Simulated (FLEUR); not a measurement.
# CrWN2: parallel and opposed starts, part 3 of 4

Does CrWN2 prefer parallel or opposed moments?

FLEUR MaX-R8.1; PBEsol with U = 3.5 eV on Cr d; all-electron FLAPW, Dirac cores, scalar-relativistic bands.

So far. Step 2 (Order 1, typed as ferro +): After 36 cycles the largest moment stands at 3.31 μB.

### 5. Start 4: antiferro q=(0,1/2,1/2) +-

Reversing part of the moments tests the sign of the couplings between them.

The cell is doubled to 8 atoms to hold this order. The mesh is halved along the doubled vector, so that both cells sample the same points. The k list default-1 (kpts.xml, not shown) is a Γ-centred 8×4×8 mesh.

inp.xml

```
<?xml version="1.0" encoding="UTF-8" standalone="no"?>
<fleurInput fleurInputVersion="0.39">
   <comment>
      CrWN2
   </comment>
   <calculationSetup>
      <cutoffs Kmax="4.29" Gmax="12.9" GmaxXC="12.9" numbands="0"/>
      <scfLoop itmax="130" minDistance="0.0001" maxIterBroyd="15" imix="Anderson" alpha="0.05" precondParam="0.0" spinf="2.0" sdNocoIR="T"/>
      <coreElectrons ctail="T" frcor="F" kcrel="0" coretail_lmax="0"/>
      <xcFunctional name="PBEs" relativisticCorrections="F"/>
      <magnetism jspins="2"/>
      <soc l_soc="F" theta="0.0" phi="0.0" spav="F"/>
      <expertModes spex="0" secvar="F"/>
      <geometryOptimization l_f="F" forcealpha="1.0" forcemix="BFGS" epsdisp="0.00001" epsforce="0.00001"/>
      <ldaU l_linMix="F" mixParam="0.05" spinf="1.0"/>
   </calculationSetup>
   <cell>
      <bzIntegration valenceElectrons="76.0" mode="hist" fermiSmearingEnergy="0.00293995">
         <kPointListSelection listName="default-1"/>
         <xi:include xmlns:xi="http://www.w3.org/2001/XInclude" href="kpts.xml"> </xi:include>
      </bzIntegration>
      <xi:include xmlns:xi="http://www.w3.org/2001/XInclude" href="sym.xml"> </xi:include>
      <bulkLattice scale="1.0">
         <bravaisMatrix>
            <row-1>    2.6993922388361526     1.5584948357496962    10.0713841180591679</row-1>
            <row-2>   -5.3987844776912022     3.1169896714993923    20.1427682361183358</row-2>
            <row-3>   -2.6993922388361526    -1.5584948357496962    20.1427682361183358</row-3>
         </bravaisMatrix>
      </bulkLattice>
   </cell>
   <atomSpecies>
      <species name="Chromium (3.000" element="Cr" atomicNumber="24">
         <mtSphere radius="2.48" gridPoints="819" logIncrement="0.015"/>
         <atomicCutoffs lmax="10" lnonsphr="8"/>
         <electronConfig flipSpins="F">
            <coreConfig>(1s1/2) (2s1/2) (2p1/2) (2p3/2)</coreConfig>
            <valenceConfig>(3s1/2) (3p1/2) (3p3/2) (4s1/2) (3d3/2) (3d5/2)</valenceConfig>
            <stateOccupation state="(4s1/2)" spinUp="0.5" spinDown="0.5"/>
            <stateOccupation state="(3d3/2)" spinUp="1.0" spinDown="1.0"/>
            <stateOccupation state="(3d5/2)" spinUp="3.0" spinDown="0.0"/>
         </electronConfig>
         <energyParameters s="4" p="4" d="3" f="4"/>
         <ldaU l="2" U="3.5" J="0.0" l_amf="F"/>
         <lo type="SCLO" l="0" n="3" eDeriv="0"/>
         <lo type="SCLO" l="1" n="3" eDeriv="0"/>
      </species>
      <species name="Chromium (-3.000" element="Cr" atomicNumber="24">
         <mtSphere radius="2.48" gridPoints="819" logIncrement="0.015"/>
         <atomicCutoffs lmax="10" lnonsphr="8"/>
         <electronConfig flipSpins="F">
            <coreConfig>(1s1/2) (2s1/2) (2p1/2) (2p3/2)</coreConfig>
            <valenceConfig>(3s1/2) (3p1/2) (3p3/2) (4s1/2) (3d3/2) (3d5/2)</valenceConfig>
            <stateOccupation state="(4s1/2)" spinUp="0.5" spinDown="0.5"/>
            <stateOccupation state="(3d3/2)" spinUp="1.0" spinDown="1.0"/>
            <stateOccupation state="(3d5/2)" spinUp="0.0" spinDown="3.0"/>
         </electronConfig>
         <energyParameters s="4" p="4" d="3" f="4"/>
         <ldaU l="2" U="3.5" J="0.0" l_amf="F"/>
         <lo type="SCLO" l="0" n="3" eDeriv="0"/>
         <lo type="SCLO" l="1" n="3" eDeriv="0"/>
      </species>
      <species name="Tungsten (W)" element="W" atomicNumber="74">
         <mtSphere radius="2.53" gridPoints="837" logIncrement="0.016"/>
         <atomicCutoffs lmax="10" lnonsphr="8"/>
         <electronConfig flipSpins="F">
            <coreConfig>(1s1/2) (2s1/2) (2p1/2) (2p3/2) (3s1/2) (3p1/2) (3p3/2) (4s1/2) (3d3/2) (3d5/2) (4p1/2) (4p3/2) (4d3/2) (4d5/2) (4f5/2) (4f7/2)</coreConfig>
            <valenceConfig>(5s1/2) (5p1/2) (5p3/2) (6s1/2) (5d3/2) (5d5/2)</valenceConfig>
            <stateOccupation state="(5d3/2)" spinUp="0.800000" spinDown="0.800000"/>
            <stateOccupation state="(5d5/2)" spinUp="1.200000" spinDown="1.200000"/>
         </electronConfig>
         <energyParameters s="6" p="6" d="5" f="5"/>
         <lo type="SCLO" l="0" n="5" eDeriv="0"/>
         <lo type="SCLO" l="1" n="5" eDeriv="0"/>
      </species>
      <species name="Nitrogen (N)" element="N" atomicNumber="7">
         <mtSphere radius="1.4" gridPoints="463" logIncrement="0.022"/>
         <atomicCutoffs lmax="6" lnonsphr="4"/>
         <electronConfig flipSpins="F">
            <coreConfig>(1s1/2)</coreConfig>
            <valenceConfig>(2s1/2) (2p1/2) (2p3/2)</valenceConfig>
            <stateOccupation state="(2p1/2)" spinUp="0.500000" spinDown="0.500000"/>
            <stateOccupation state="(2p3/2)" spinUp="1.000000" spinDown="1.000000"/>
         </electronConfig>
         <energyParameters s="2" p="2" d="3" f="4"/>
      </species>
   </atomSpecies>
   <atomGroups>
      <atomGroup species="Chromium (3.000">
         <relPos label="                   1">-.1679060000 .0000000000 -.1679060000</relPos>
         <force calculate="T" relaxXYZ="TTT"/>
      </atomGroup>
      <atomGroup species="Chromium (-3.000">
         <relPos label="                   2">-.1679060000 1.000/2.000 -.1679060000</relPos>
         <force calculate="T" relaxXYZ="TTT"/>
      </atomGroup>
      <atomGroup species="Tungsten (W)">
         <relPos label="                   3">-.0016120000 .0000000000 -.0016120000</relPos>
         <force calculate="T" relaxXYZ="TTT"/>
      </atomGroup>
      <atomGroup species="Tungsten (W)">
         <relPos label="                   4">-.0016120000 1.000/2.000 -.0016120000</relPos>
         <force calculate="T" relaxXYZ="TTT"/>
      </atomGroup>
      <atomGroup species="Nitrogen (N)">
         <relPos label="                   5">.4169510000 .0000000000 .4169510000</relPos>
         <force calculate="T" relaxXYZ="TTT"/>
      </atomGroup>
      <atomGroup species="Nitrogen (N)">
         <relPos label="                   6">.4169510000 1.000/2.000 .4169510000</relPos>
         <force calculate="T" relaxXYZ="TTT"/>
      </atomGroup>
      <atomGroup species="Nitrogen (N)">
         <relPos label="                   7">.2473680000 .0000000000 .2473680000</relPos>
         <force calculate="T" relaxXYZ="TTT"/>
      </atomGroup>
      <atomGroup species="Nitrogen (N)">
         <relPos label="                   8">.2473680000 1.000/2.000 .2473680000</relPos>
         <force calculate="T" relaxXYZ="TTT"/>
      </atomGroup>
   </atomGroups>
   <output dos="F" band="F" slice="F">
      <bandDOS minEnergy="-.5*Htr" maxEnergy="0.5*Htr" sigma="0.015" storeEVData="T"/>
      <plotting iplot="0" polar="F">
         <plot TwoD="T" vec1="  1.0  0.0  0.0" vec2="  0.0  1.0  0.0" vec3="  0.0  0.0  1.0" zero="  0.0  0.0  0.0" file="plot"/>
      </plotting>
      <moessbauerParams electricFieldGradient="F" isomerShift="F" coreHyperfine="F" valenceHyperfine="F"/>
   </output>
</fleurInput>
```

crystal.txt

```
CrWN2
&input film=F cartesian=F /
1.42845685610  0.82471995040  5.32954695760
-2.85691371221  1.64943990080  10.65909391520
-1.42845685610  -0.82471995040  10.65909391520
1.8897261246
1.0 1.0 1.0

8
24 0.83209400000  0.00000000000  0.83209400000 : 3.000
24 0.83209400000  0.50000000000  0.83209400000 : -3.000
74 0.99838800000  0.00000000000  0.99838800000
74 0.99838800000  0.50000000000  0.99838800000
7 0.41695100000  0.00000000000  0.41695100000
7 0.41695100000  0.50000000000  0.41695100000
7 0.24736800000  0.00000000000  0.24736800000
7 0.24736800000  0.50000000000  0.24736800000

&kpt div1=8 div2=4 div3=8 gamma=T /
```

On the command line:

```sh
> OMP_NUM_THREADS=1 inpgen -f crystal.txt > inpgen.log  # inp.xml is then edited as shown
> OMP_NUM_THREADS=1 mpirun -n 4 fleur_MPI > fleur.log
```

The program printed:

```text
[banner, memory and clock lines left out]
Welcome to FLEUR        (www.flapw.de)
      MaX-Release 8.1          (www.max-centre.eu)

 ========== k-point set info ==========
 Selected k-point list: default-1
 k-point list type: mesh
 8 x 4 x 8
 Number of k points: 132

 [... set-up left out ...]
 no density matrix found ... skipping LDA+U
 Reset of history
 Iteration:     1   Distance:      49.17686793 me/bohr^3
 Iteration:     2   Distance:      35.44792662 me/bohr^3
 Iteration:     3   Distance:      27.09068664 me/bohr^3
[...]
(-0.01013,-0.01759) (+0.00342,-0.19283) (+0.00287,-0.00918) (+0.00555,-0.00233) (+0.76924,+0.00000)
            </densityMatrixFor>
            <densityMatrixFor spin="1" atomType="2" uIndex="2" l="2" U="3.50000000" J="0.00000000">
               (+0.10542,+0.00000) (-0.00340,-0.00276) (+0.00511,+0.00670) (-0.00320,+0.05794) (-0.00433,+0.00751)
               (-0.00340,+0.00276) (+0.15643,+0.00000) (+0.00173,+0.00243) (-0.00240,-0.00417) (-0.00320,-0.05814)
               (+0.00511,-0.00670) (+0.00173,-0.00243) (+0.11679,+0.00000) (-0.00276,-0.00017) (+0.00342,+0.00810)
[... rest left out ...]
```

Wall time 8.5 min (4 MPI ranks of Arm Neoverse V1, shared host); peak memory 1.6 GiB.

The run was cut off at its time limit.

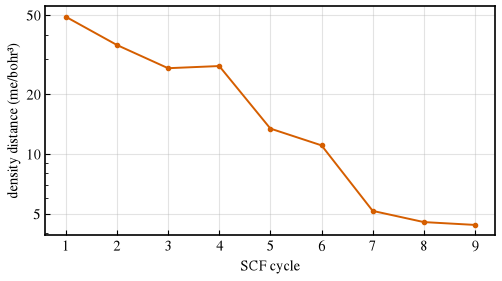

Distance of input and output densities by cycle.

After 9 cycles the density distance stands at 4.4 me/bohr³, still falling.

### 6. Order 5, typed as no spin polarisation

A spinless run shows what the cell costs with no moments; under a U that can hold a penalty on part-filled orbitals beside the lost exchange.

The k list default-1 (kpts.xml, not shown) is a Γ-centred 8×8×8 mesh.

inp.xml

```
<?xml version="1.0" encoding="UTF-8" standalone="no"?>
<fleurInput fleurInputVersion="0.39">
   <comment>
      CrWN2
   </comment>
   <calculationSetup>
      <cutoffs Kmax="4.29" Gmax="12.9" GmaxXC="12.9" numbands="0"/>
      <scfLoop itmax="130" minDistance="0.0001" maxIterBroyd="15" imix="Anderson" alpha="0.05" precondParam="0.0" spinf="2.0" sdNocoIR="T"/>
      <coreElectrons ctail="T" frcor="F" kcrel="0" coretail_lmax="0"/>
      <xcFunctional name="PBEs" relativisticCorrections="F"/>
      <magnetism jspins="1"/>
      <soc l_soc="F" theta="0.0" phi="0.0" spav="F"/>
      <expertModes spex="0" secvar="F"/>
      <geometryOptimization l_f="F" forcealpha="1.0" forcemix="BFGS" epsdisp="0.00001" epsforce="0.00001"/>
      <ldaU l_linMix="F" mixParam="0.05" spinf="1.0"/>
   </calculationSetup>
   <cell>
      <bzIntegration valenceElectrons="38.0" mode="hist" fermiSmearingEnergy="0.00293995">
         <kPointListSelection listName="default-1"/>
         <xi:include xmlns:xi="http://www.w3.org/2001/XInclude" href="kpts.xml"> </xi:include>
      </bzIntegration>
      <xi:include xmlns:xi="http://www.w3.org/2001/XInclude" href="sym.xml"> </xi:include>
      <bulkLattice scale="1.0">
         <bravaisMatrix>
            <row-1>    2.6993922388361526     1.5584948357496962    10.0713841180591679</row-1>
            <row-2>   -2.6993922388361526     1.5584948357496962    10.0713841180591679</row-2>
            <row-3>    0.0000000000000000    -3.1169896714993923    10.0713841180591679</row-3>
         </bravaisMatrix>
      </bulkLattice>
   </cell>
   <atomSpecies>
      <species name="Chromium (Cr)" element="Cr" atomicNumber="24">
         <mtSphere radius="2.48" gridPoints="819" logIncrement="0.015"/>
         <atomicCutoffs lmax="10" lnonsphr="8"/>
         <electronConfig flipSpins="F">
            <coreConfig>(1s1/2) (2s1/2) (2p1/2) (2p3/2)</coreConfig>
            <valenceConfig>(3s1/2) (3p1/2) (3p3/2) (4s1/2) (3d3/2) (3d5/2)</valenceConfig>
            <stateOccupation state="(4s1/2)" spinUp="0.500000" spinDown="0.500000"/>
            <stateOccupation state="(3d3/2)" spinUp="1.000000" spinDown="1.000000"/>
            <stateOccupation state="(3d5/2)" spinUp="1.500000" spinDown="1.500000"/>
         </electronConfig>
         <energyParameters s="4" p="4" d="3" f="4"/>
         <ldaU l="2" U="3.5" J="0.0" l_amf="F"/>
         <lo type="SCLO" l="0" n="3" eDeriv="0"/>
         <lo type="SCLO" l="1" n="3" eDeriv="0"/>
      </species>
      <species name="Tungsten (W)" element="W" atomicNumber="74">
         <mtSphere radius="2.53" gridPoints="837" logIncrement="0.016"/>
         <atomicCutoffs lmax="10" lnonsphr="8"/>
         <electronConfig flipSpins="F">
            <coreConfig>(1s1/2) (2s1/2) (2p1/2) (2p3/2) (3s1/2) (3p1/2) (3p3/2) (4s1/2) (3d3/2) (3d5/2) (4p1/2) (4p3/2) (4d3/2) (4d5/2) (4f5/2) (4f7/2)</coreConfig>
            <valenceConfig>(5s1/2) (5p1/2) (5p3/2) (6s1/2) (5d3/2) (5d5/2)</valenceConfig>
            <stateOccupation state="(5d3/2)" spinUp="0.800000" spinDown="0.800000"/>
            <stateOccupation state="(5d5/2)" spinUp="1.200000" spinDown="1.200000"/>
         </electronConfig>
         <energyParameters s="6" p="6" d="5" f="5"/>
         <lo type="SCLO" l="0" n="5" eDeriv="0"/>
         <lo type="SCLO" l="1" n="5" eDeriv="0"/>
      </species>
      <species name="Nitrogen (N)" element="N" atomicNumber="7">
         <mtSphere radius="1.4" gridPoints="463" logIncrement="0.022"/>
         <atomicCutoffs lmax="6" lnonsphr="4"/>
         <electronConfig flipSpins="F">
            <coreConfig>(1s1/2)</coreConfig>
            <valenceConfig>(2s1/2) (2p1/2) (2p3/2)</valenceConfig>
            <stateOccupation state="(2p1/2)" spinUp="0.500000" spinDown="0.500000"/>
            <stateOccupation state="(2p3/2)" spinUp="1.000000" spinDown="1.000000"/>
         </electronConfig>
         <energyParameters s="2" p="2" d="3" f="4"/>
      </species>
   </atomSpecies>
   <atomGroups>
      <atomGroup species="Chromium (Cr)">
         <relPos label="                   1">-.1679060000 -.1679060000 -.1679060000</relPos>
         <force calculate="T" relaxXYZ="TTT"/>
      </atomGroup>
      <atomGroup species="Tungsten (W)">
         <relPos label="                   2">-.0016120000 -.0016120000 -.0016120000</relPos>
         <force calculate="T" relaxXYZ="TTT"/>
      </atomGroup>
      <atomGroup species="Nitrogen (N)">
         <relPos label="                   3">.4169510000 .4169510000 .4169510000</relPos>
         <force calculate="T" relaxXYZ="TTT"/>
      </atomGroup>
      <atomGroup species="Nitrogen (N)">
         <relPos label="                   4">.2473680000 .2473680000 .2473680000</relPos>
         <force calculate="T" relaxXYZ="TTT"/>
      </atomGroup>
   </atomGroups>
   <output dos="F" band="F" slice="F">
      <bandDOS minEnergy="-.5*Htr" maxEnergy="0.5*Htr" sigma="0.015" storeEVData="T"/>
      <plotting iplot="0" polar="F">
         <plot TwoD="T" vec1="  1.0  0.0  0.0" vec2="  0.0  1.0  0.0" vec3="  0.0  0.0  1.0" zero="  0.0  0.0  0.0" file="plot"/>
      </plotting>
      <moessbauerParams electricFieldGradient="F" isomerShift="F" coreHyperfine="F" valenceHyperfine="F"/>
   </output>
</fleurInput>
```

crystal.txt

```
CrWN2
&input film=F cartesian=F /
1.42845685610  0.82471995040  5.32954695760
-1.42845685610  0.82471995040  5.32954695760
0.00000000000  -1.64943990080  5.32954695760
1.8897261246
1.0 1.0 1.0

4
24 0.83209400000  0.83209400000  0.83209400000
74 0.99838800000  0.99838800000  0.99838800000
7 0.41695100000  0.41695100000  0.41695100000
7 0.24736800000  0.24736800000  0.24736800000

&kpt div1=8 div2=8 div3=8 gamma=T /
```

The program printed:

```text
[banner, memory and clock lines left out]
Welcome to FLEUR        (www.flapw.de)
      MaX-Release 8.1          (www.max-centre.eu)

 ========== k-point set info ==========
 Selected k-point list: default-1
 k-point list type: mesh
 0 x 0 x 0
 Number of k points: 68

 [... set-up left out ...]
 no density matrix found ... skipping LDA+U
 Reset of history
 Iteration:     1   Distance:      49.68174793 me/bohr^3
 Iteration:     2   Distance:      36.94829112 me/bohr^3
 Iteration:     3   Distance:      27.88907405 me/bohr^3
 Iteration:     4   Distance:      28.05335769 me/bohr^3
[...]
<sumOfEigenvalues value="   -10541.4388458999">
               <coreElectrons value="-10528.7388801484"/>
               <valenceElectrons value="-12.6999657515"/>
            </sumOfEigenvalues>
         [... left out ...]
            <freeEnergy value="-17320.2788791103"/>
            <extrapolationTo0K value="-17320.2778664437"/>
         </totalEnergy>
         [... left out ...]
         <ldaUDensityMatrixConvergence>
            <distance spin="1" distance="0.000006"/>
         </ldaUDensityMatrixConvergence>
         <densityConvergence units="me/bohr^3">
            <chargeDensity spin="1" distance="0.0000549371"/>
         </densityConvergence>
      </iteration>
```

Elapsed: 95 s, on 4 MPI ranks; peak memory 0.34 GiB.

Read from the output:

```
free energy                                                       : -471308.7985 eV
program's band gap on this mesh (in a metal only a level spacing) : 2.63e-4 eV
final state                                                       : non-magnetic (no spin polarisation)
```

It lies 1364 meV a seeded atom over the first start.

(Continued in part 4 of 4.)

[Logs and program files are shortened in this print: banners, set-up blocks, solver, clock and traceback lines can be left out without a mark of their own.]

[Logs are printed without paths, hosts, clocks, repeated set-up lines and the standing remarks that a program may print on its own settings, such as how far it seeks lower states.]

[Hosts, paths, dates, database ids (printed as entryN), source tags and the programs' standing remarks are cut or masked in the printed files.]

[Where a cell is said to come from a database of computed structures, the database is the Materials Project.]
